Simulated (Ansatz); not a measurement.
# Cl₂H₂OSi···H₃Si···H₃O: what the fields show

```yaml
atoms:
  - { symbol: Si, position_ang: [-0.1180, 1.1930, -0.0248] }
  - { symbol: Si, position_ang: [0.0949, -0.8676, -1.4894] }
  - { symbol: Cl, position_ang: [-1.5214, 1.6248, -1.6282] }
  - { symbol: Cl, position_ang: [-1.5153, 1.4061, 1.5419] }
  - { symbol: H, position_ang: [0.6123, 2.4580, -0.2648] }
  - { symbol: H, position_ang: [0.4696, -0.8237, 1.6205] }
  - { symbol: O, position_ang: [1.1795, 0.4920, 0.9232] }
  - { symbol: H, position_ang: [-0.4135, -0.9246, 0.3072] }
  - { symbol: O, position_ang: [-0.3204, -1.4219, 1.4404] }
  - { symbol: H, position_ang: [-1.0844, -1.2764, -2.2807] }
  - { symbol: H, position_ang: [0.9234, -2.0578, -1.1306] }
  - { symbol: H, position_ang: [0.9922, 0.0454, -2.2492] }
  - { symbol: H, position_ang: [1.7547, 1.1575, 1.3113] }
  - { symbol: H, position_ang: [-1.0536, -1.0046, 1.9231] }
```

A transition-state structure; geometry: PBE0-D4/def2-TZVP.

All numbers below come from Ansatz 0.2.0, RKS PBE0-D4/def2-TZVPP.

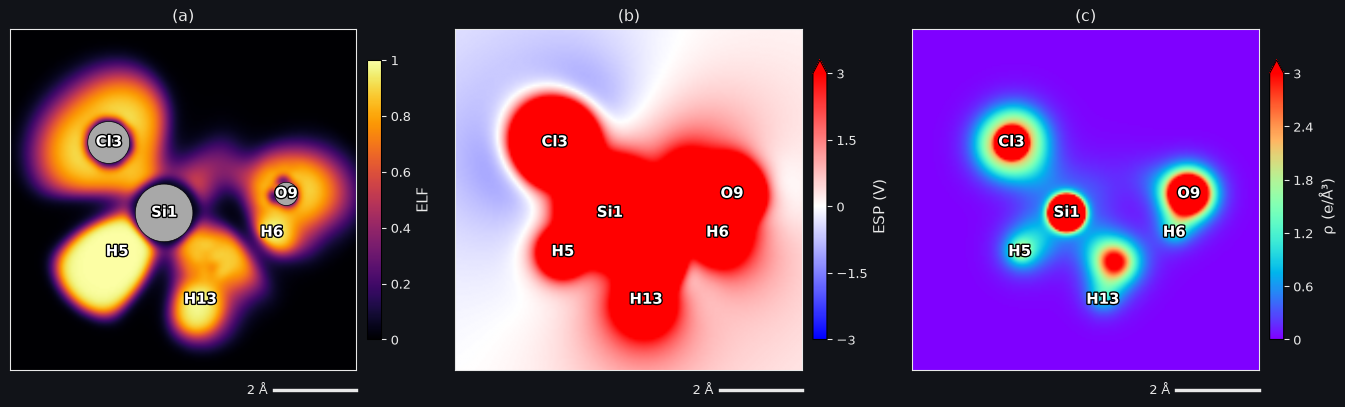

Figure 1. (a) ELF; (b) molecular electrostatic potential; (c) total electron density on the plane of atoms Cl3, Si1 and H5. Grey discs cover the atomic cores in the ELF map.

Question: Interpret the plot.

Answer: The section cuts through Si, Cl, H and O sites.
Si–Cl (2.17 Å): ρ is about 0.74 e/Å³ halfway, with its minimum of 0.55 e/Å³ about 0.8 Å from Si; the ELF peaks at about 0.85 between the atoms, as expected for a shared but strongly polarised pair.
Si–H (1.48 Å): ρ is about 0.86 e/Å³ halfway; the ELF climbs to about 1 towards the hydrogen, as it does in any bond to H.
The ELF also peaks beside O9 and Cl3, away from the bonds: lone-pair regions.
Outside the dense part of the complex the potential is most negative (−1.0 V) near Cl3.

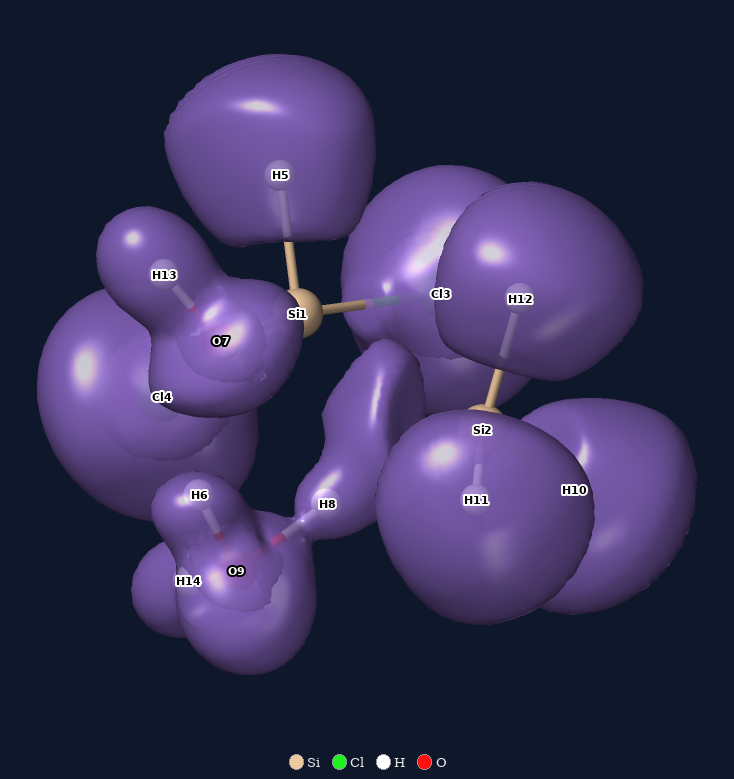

Figure 2. Isosurface of the ELF at 0.75 (purple), seen at a tilt. Core shells and regions of very low density are left out.

Question: What do the ELF domains correspond to?

Answer: The ELF exceeds this value in four regions around hydrogen nuclei, two regions on Cl in which the atom's valence shell and bonds are merged, one joined region spread over several atoms (H, O), in which their bonds and any lone pairs are merged and one joined region spread over several atoms (H, O, Si), in which their bonds and any lone pairs are merged.


Si2···H8 (1.87 Å): the ELF climbs to about 0.95 towards the hydrogen. O9···H8 (1.24 Å): the ELF climbs to about 0.95 towards the hydrogen.

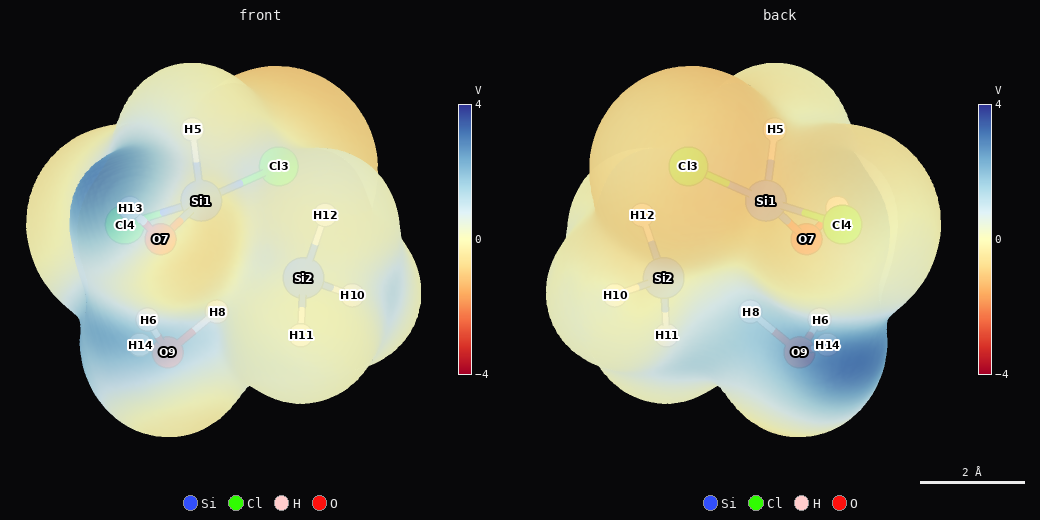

Figure 3. The molecular electrostatic potential painted on the density surface at 0.002 e/bohr³, seen from the front and from behind; red is negative and blue positive.

Question: Describe the electrostatic potential map.

Answer: The most negative region (about −1.0 V) lies over Cl3, the most positive (about +3.0 V) over H14.

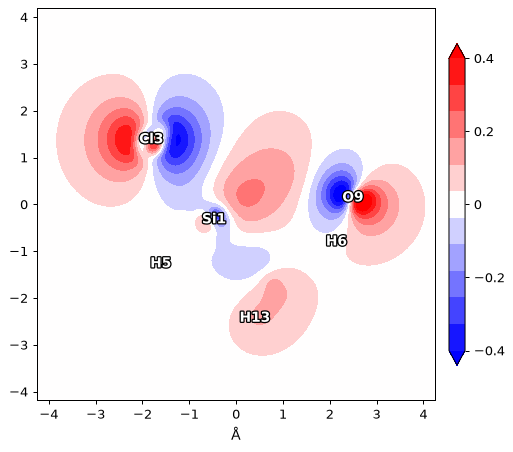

Figure 4. One frontier orbital on the plane of atoms Cl3, Si1 and H5 (values in Å⁻³ᐟ²; the overall sign is arbitrary).

Question: Which orbital is it: HOMO or LUMO?

Answer: The HOMO, at −7.52 eV. It lies mainly on Cl3 (about 30 %), Si2 (about 25 %), Si1 (about 10 %), O9 (about 10 %) and H8 (about 10 %).
